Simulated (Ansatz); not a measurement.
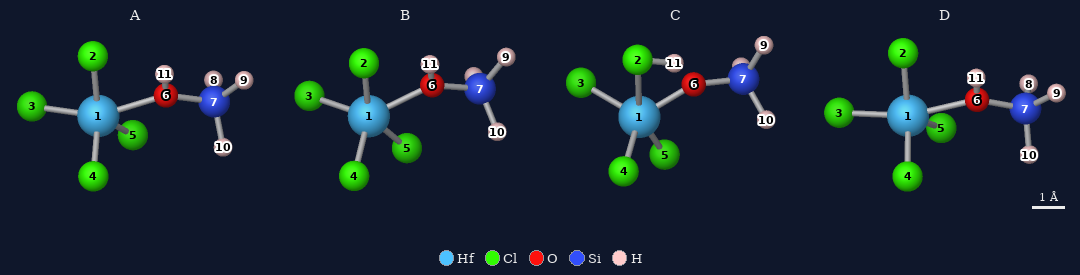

4 geometries from a converged minimum-energy path of HfSiH$_{4}$OCl$_{4}$, shuffled. A ball-and-stick model, seen from a free direction.

These are results of RKS PBE/def2-SVP (Ansatz), not measurements. Run with 7 movable images; climbing image; force threshold 0.05 eV/Å; iteration limit 60; starting path through a guess of the saddle point.

**Which of them lies highest in energy?**

C. In order along the path, whose images run from 0 to 8: D (image 1, +0.2 kcal/mol), A (image 2, +0.8 kcal/mol), B (image 4, +1.5 kcal/mol), C (image 6, +13.9 kcal/mol). A hydrogen atom shifts from one atom to another. Breaking: O6–H11 (0.98 → 1.45 at the top → 1.92 Å). Forming: Cl2–H11 (2.53 → 1.42 at the top → 1.32 Å).

Cost: 6.8 min on 4 threads of Intel(R) Xeon(R) Platinum 8259CL CPU @ 2.50GHz (Skylake/Cascade Lake), on a shared host, peak memory 0.31 GiB.
